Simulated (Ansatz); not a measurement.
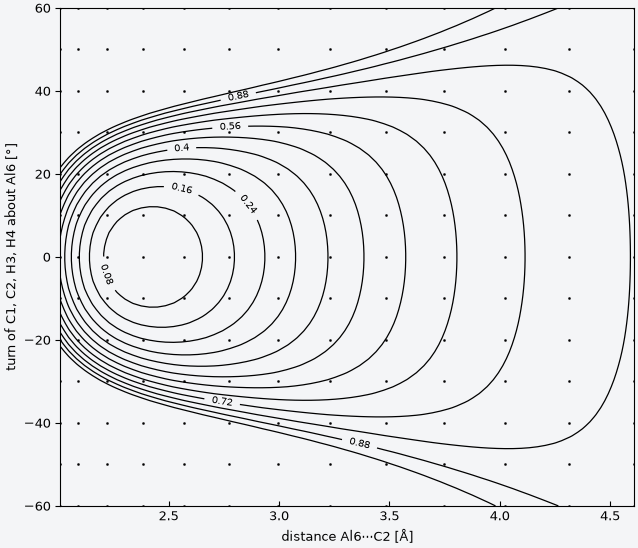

Energy landscape of C₂H₂AlCl₃. The turn is about an axis along (0.87, 0.45, 0.21) in the frame of the relaxed pair, normal to the line between the partners. First axis: distance Al6···C2. Second axis: turn of C1, C2, H3, H4 about Al6. The grid has 13 × 13 points; 101 points were computed and 68 follow by symmetry. Points are written as (first, second). Energies: eV, counted from the lowest grid point. Level of theory: Ansatz, RKS PBE-D4/def2-SVPD.

The picture shows contour lines labelled in eV (none above 0.96), dots at the grid points. Between grid points the surface is interpolated. 

**What does the map say about the system?**

The lowest grid point is at (2.383 Å, 0°). No other kind of well shows on this grid. The highest grid point, (2.010 Å, −60°), lies 11.50 eV above the lowest. Round the minimum the two coordinates are nearly uncoupled.

Grid values (eV):

| turn of C1, C2, H3, H4 about Al6 ↓, distance Al6···C2 → | 2.010 | 2.090 | 2.222 | 2.383 | 2.568 | 2.773 | 2.995 | 3.233 | 3.484 | 3.748 | 4.024 | 4.312 | 4.610 |
| --- | --- | --- | --- | --- | --- | --- | --- | --- | --- | --- | --- | --- | --- |
| 60 | 11.50 | 10.31 | 8.57 | 6.80 | 5.18 | 3.81 | 2.73 | 1.93 | 1.41 | 1.10 | 0.94 | 0.87 | 0.85 |
| 50 | 5.95 | 5.24 | 4.28 | 3.37 | 2.59 | 1.97 | 1.50 | 1.17 | 0.98 | 0.87 | 0.83 | 0.82 | 0.83 |
| 40 | 3.05 | 2.59 | 2.03 | 1.56 | 1.22 | 0.99 | 0.85 | 0.77 | 0.74 | 0.75 | 0.76 | 0.79 | 0.82 |
| 30 | 1.59 | 1.27 | 0.91 | 0.67 | 0.55 | 0.51 | 0.53 | 0.57 | 0.62 | 0.68 | 0.73 | 0.77 | 0.81 |
| 20 | 0.88 | 0.63 | 0.38 | 0.25 | 0.23 | 0.28 | 0.37 | 0.47 | 0.56 | 0.64 | 0.71 | 0.77 | 0.81 |
| 10 | 0.55 | 0.33 | 0.13 | 0.06 | 0.08 | 0.18 | 0.30 | 0.42 | 0.53 | 0.63 | 0.70 | 0.76 | 0.80 |
| 0 | 0.46 | 0.25 | 0.06 | 0.00 | 0.04 | 0.15 | 0.27 | 0.41 | 0.52 | 0.62 | 0.70 | 0.76 | 0.80 |
| −10 | 0.55 | 0.33 | 0.13 | 0.06 | 0.08 | 0.18 | 0.30 | 0.42 | 0.53 | 0.63 | 0.70 | 0.76 | 0.80 |
| −20 | 0.88 | 0.63 | 0.38 | 0.25 | 0.23 | 0.28 | 0.37 | 0.47 | 0.56 | 0.64 | 0.71 | 0.77 | 0.81 |
| −30 | 1.59 | 1.27 | 0.91 | 0.67 | 0.55 | 0.51 | 0.53 | 0.57 | 0.62 | 0.68 | 0.73 | 0.77 | 0.81 |
| −40 | 3.05 | 2.59 | 2.03 | 1.56 | 1.22 | 0.99 | 0.85 | 0.77 | 0.74 | 0.75 | 0.76 | 0.79 | 0.82 |
| −50 | 5.95 | 5.24 | 4.28 | 3.37 | 2.59 | 1.97 | 1.50 | 1.17 | 0.98 | 0.87 | 0.83 | 0.82 | 0.83 |
| −60 | 11.50 | 10.31 | 8.57 | 6.80 | 5.18 | 3.81 | 2.72 | 1.93 | 1.41 | 1.10 | 0.94 | 0.87 | 0.85 |

The input of one point:

```yaml
crystal:
  periodic: [false, false, false]
  atoms:
    - { symbol: C, position_ang: [-0.669416, -0.192958, -1.320682] }
    - { symbol: C, position_ang: [0.406218, 0.39544, -1.268] }
    - { symbol: H, position_ang: [-1.619266, -0.711951, -1.371733] }
    - { symbol: H, position_ang: [1.351722, 0.92507, -1.313737] }
    - { symbol: Cl, position_ang: [0.18757, 1.972807, 1.592128] }
    - { symbol: Al, position_ang: [0.103109, -0.083708, 1.046569] }
    - { symbol: Cl, position_ang: [-1.693874, -1.140306, 1.504678] }
    - { symbol: Cl, position_ang: [1.92901, -1.172336, 1.169049] }
basis:
  gaussian: { orbitals: def2-SVPD }
hamiltonian:
  xc: pbe
  dispersion: d4
output:
  forces: true
```

The whole map (101 points run) took 37 min on 1 thread of Arm Neoverse N1 (shared host).
